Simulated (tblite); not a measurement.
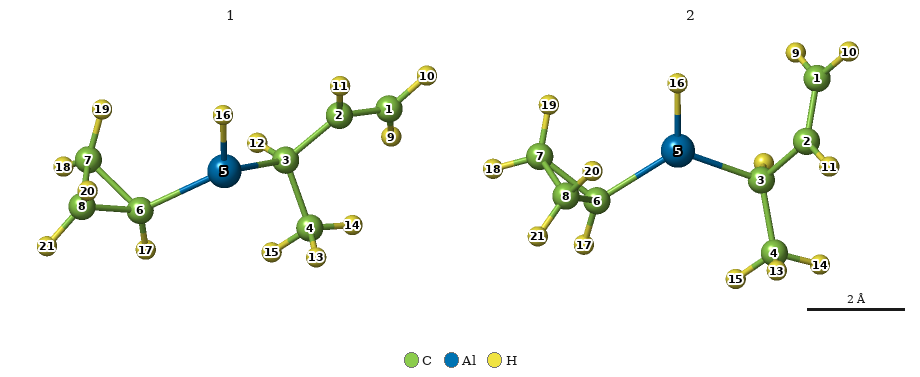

Two geometries of C7H13Al, drawn at one scale. One is the start of a relaxation, the other its converged end. The picture is a ball-and-stick view, seen at a tilt.

All numbers below come from GFN2-xTB geometry optimisation, gas phase in tblite. 

### Which of the two is the end point?

Structure 2 is the relaxed one. The energy falls by 0.974 eV in 164 geometry steps. H9 moves most after the best rigid fit: 2.25 Å. By element the largest moves are H 2.25 Å, C 1.19 Å, Al 1.17 Å. Some distances before and after: Al5–H16 1.593 → 1.548 Å, C3–Al5 1.993 → 2.035 Å, C4–H13 1.122 → 1.090 Å, Al5–C6 2.009 → 1.980 Å. Bond angles that change, for instance: C2–C3–Al5 113.4° → 97.4°, C3–Al5–C6 112.4° → 126.8°, Al5–C6–H17 113.4° → 127.2°. Groups turn about C2–C3 by about 105°, C3–C4 by about 25°.
